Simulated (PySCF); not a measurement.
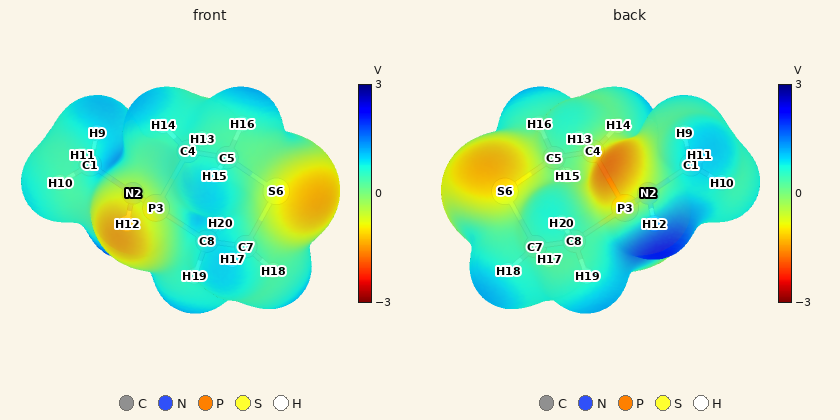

*C5H12NPS. The electrostatic potential painted on the density surface at 0.004 e/bohr³, seen from the front and from behind; red is negative and blue positive.*

Geometry: GFN2-xTB.

These are results of PBE0/pcSseg-1, SCF density, gas phase, non-relativistic (PySCF), not measurements.

```xyz
20

C     2.9563    0.0573    0.4412
N     1.7685    0.5980   -0.2071
P     0.2889    0.5014    0.6789
C    -0.1158   -1.2706    0.2456
C    -1.5958   -1.5522    0.4281
S    -2.6148   -0.7458   -0.8460
C    -2.2182    0.9888   -0.4654
C    -0.7439    1.2935   -0.6536
H     2.7650   -0.9804    0.7099
H     3.2564    0.5994    1.3441
H     3.7825    0.0828   -0.2705
H     1.9351    1.5720   -0.4542
H     0.1980   -1.4636   -0.7841
H     0.4512   -1.9261    0.9144
H    -1.9486   -1.2091    1.4035
H    -1.8118   -2.6165    0.3274
H    -2.5377    1.1888    0.5597
H    -2.8329    1.5752   -1.1492
H    -0.5924    2.3771   -0.5972
H    -0.3950    0.9407   -1.6284
```

Describe the electrostatic potential map.

The most negative region (about −1.7 V, or −39 kcal/mol for a unit charge) lies over N2, the most positive (about +2.1 V, or +48 kcal/mol for a unit charge) over H12. N2 is the likeliest acceptor of a hydrogen bond.

What dipole moment does the calculation give?

Its dipole moment is 2.05 D.
